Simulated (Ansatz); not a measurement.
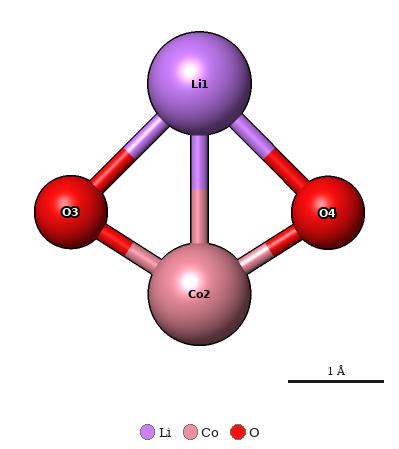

**Figure 1.** The structure of run 1 (ball-and-stick view, seen on its broad side; atoms are numbered from 1 in the order of the input). Sticks mark near contacts. Bond lengths as drawn: Co–Li 2.22 Å, Co–O 1.60 Å and Li–O 1.92 Å.

**What a change does: geometry relaxation on CoLiO₂**

System: CoLiO₂, multiplicity 5.
Method of run 1: UKS PBE0-D4/def2-TZVP (Ansatz 0.2.0).

The geometry: PBE0-D4/def2-TZVP start. Text and figures count atoms from 1; the logs count them from 0 in places.

## The input, run 1
```yaml
crystal:
  periodic: [false, false, false]
  atoms:
    - {symbol: Li, position_ang: [-0.425240, -1.138120, 0.219718]}
    - {symbol: Co, position_ang: [0.339483, 0.908580, -0.175369]}
    - {symbol: O, position_ang: [1.260607, -0.397654, -0.319713]}
    - {symbol: O, position_ang: [-1.174850, 0.627194, 0.275364]}
basis:
  gaussian: {orbitals: def2-TZVP}
magnetization: {spin_polarized: true, initial_magnetization: 4}
hamiltonian: {xc: pbe0, dispersion: d4}
scf: {lower_state_search: "off"}
output: {orbitals: {seedname: orbitals}}
relax: {f_tol: 0.02, max_steps: 100}
```

Launched with:
```bash
ansatz run in.yaml --threads 4 --pin off --events-out ev --progress --plain --max-ram 3916MiB
```

Hardware: 4 threads of Arm Neoverse V2, 95 GiB of memory available, shared host.

## Output, shortened to warnings, some set-up lines, iterations and results (run 1)
```
[...]
mean field evaluation 1: about -41906.4584 eV, gradient 5.4e1 eV
mean field evaluation 2: about -41821.3860 eV, gradient 1.5e2 eV
mean field evaluation 4: about -41915.9394 eV, gradient 1.1e1 eV
mean field evaluation 8: about -41916.3793 eV, gradient 7.4e-2 eV
mean field evaluation 16: about -41916.5283 eV, gradient 7.3e-3 eV
relax step   1: F+E_penalty+E_count = -41916.58114888 eV  Δ(F+E_penalty+E_count) = +0.000e0 eV  max|allowed force component| = 3.471e0 eV/Å  Δτ_max = 0.0000 Å  (27 SCF iters, …
mean field evaluation 32: about -41916.5358 eV, gradient 2.3e0 eV
relax step   2: F+E_penalty+E_count = -41916.75684527 eV  Δ(F+E_penalty+E_count) = -1.757e-1 eV  max|allowed force component| = 1.782e0 eV/Å  Δτ_max = 0.0269 Å  (35 SCF …
relax step   3: F+E_penalty+E_count = -41916.82108073 eV  Δ(F+E_penalty+E_count) = -6.424e-2 eV  max|allowed force component| = 3.022e-1 eV/Å  Δτ_max = 0.0311 Å  (37 SCF …
relax step   4: F+E_penalty+E_count = -41916.82601694 eV  Δ(F+E_penalty+E_count) = -4.936e-3 eV  max|allowed force component| = 3.571e-2 eV/Å  Δτ_max = 0.0156 Å  (36 SCF …
relax step   5: F+E_penalty+E_count = -41916.82623599 eV  Δ(F+E_penalty+E_count) = -2.190e-4 eV  max|allowed force component| = 2.473e-3 eV/Å  Δτ_max = 0.0043 Å  (27 SCF …
Total energy: -41916.82627367 eV, -1540.4149533122 hartree
Atom 0 at    -0.419661    -1.123214     0.216881 Å, force    -0.000984    -0.002473     0.000234 eV/Å
Atom 1 at     0.362559     0.970313    -0.187241 Å, force     0.000290     0.000990    -0.000517 eV/Å
Atom 2 at     1.265614    -0.444110    -0.317083 Å, force    -0.000685     0.001176     0.000393 eV/Å
Atom 3 at    -1.208512     0.597011     0.287442 Å, force     0.001378     0.000308    -0.000111 eV/Å
Dipole moment:    -0.042408    -0.113611     0.022100 e Å
Checks for a lower state left out: stability, starts, cluster_reference, orbital_swaps, neighbouring_geometries, increment
```

For run 2 the input was changed thus:
```diff
-magnetization: {spin_polarized: true, initial_magnetization: 4}
+magnetization: {spin_polarized: true, initial_magnetization: 2}
```

What does this change do to the results?

With the same method and basis, run 2 lies 2.8 kcal/mol higher. The HOMO goes from −6.45 to −6.39 eV. The dipole moment goes from 0.59 to 1.45 D. On the same kind of shared host run 2 took about 1.4 times as long.

## Output, shortened to warnings, some set-up lines, iterations and results (run 2)
```
[...]
mean field evaluation 1: about -41907.0679 eV, gradient 5.2e1 eV
mean field evaluation 2: about -41848.4166 eV, gradient 1.4e2 eV
mean field evaluation 4: about -41915.9478 eV, gradient 6.9e0 eV
mean field evaluation 8: about -41916.2100 eV, gradient 5.8e-1 eV
mean field evaluation 16: about -41916.4829 eV, gradient 7.9e-2 eV
relax step   1: F+E_penalty+E_count = -41916.54625219 eV  Δ(F+E_penalty+E_count) = +0.000e0 eV  max|allowed force component| = 2.294e0 eV/Å  Δτ_max = 0.0000 Å  (116 SCF …
mean field evaluation 32: about -41916.5818 eV, gradient 9.9e-2 eV
relax step   2: F+E_penalty+E_count = -41916.63483670 eV  Δ(F+E_penalty+E_count) = -8.858e-2 eV  max|allowed force component| = 1.319e0 eV/Å  Δτ_max = 0.0552 Å  (50 SCF …
relax step   3: F+E_penalty+E_count = -41916.70322483 eV  Δ(F+E_penalty+E_count) = -6.839e-2 eV  max|allowed force component| = 1.534e-1 eV/Å  Δτ_max = 0.0791 Å  (54 SCF …
relax step   4: F+E_penalty+E_count = -41916.70206064 eV  Δ(F+E_penalty+E_count) = +1.164e-3 eV  max|allowed force component| = 8.647e-2 eV/Å  Δτ_max = 0.0335 Å  (49 SCF …
mean field evaluation 64: about -41916.6514 eV, gradient 9.2e-2 eV
relax step   5: F+E_penalty+E_count = -41916.70463423 eV  Δ(F+E_penalty+E_count) = -1.409e-3 eV  max|allowed force component| = 1.169e-2 eV/Å  Δτ_max = 0.0145 Å  (50 SCF …
Total energy: -41916.70467323 eV, -1540.4104845783 hartree
Atom 0 at    -0.428351    -1.142941     0.215288 Å, force    -0.004446    -0.011689     0.001933 eV/Å
Atom 1 at     0.367562     0.995964    -0.210943 Å, force     0.000978     0.002813    -0.000843 eV/Å
Atom 2 at     1.197882    -0.417795    -0.287435 Å, force    -0.003203     0.006515     0.000661 eV/Å
Atom 3 at    -1.137094     0.564771     0.283091 Å, force     0.006671     0.002360    -0.001751 eV/Å
Dipole moment:    -0.116513    -0.277835     0.001639 e Å
Checks for a lower state left out: stability, starts, cluster_reference, orbital_swaps, neighbouring_geometries, increment
```

## The two runs side by side

```tsv
quantity	run 1	run 2
outcome	converged	converged
total energy (hartree)	−1540.414953	−1540.410485
HOMO (eV)	−6.45	−6.39
LUMO (eV)	−2.65	−2.67
dipole moment (D)	0.59	1.45
⟨S²⟩	6.035	2.070
largest force (eV/Å)	0.003	0.013
basis functions	121	121
wall time (shared host)	8.5 s	12 s
```
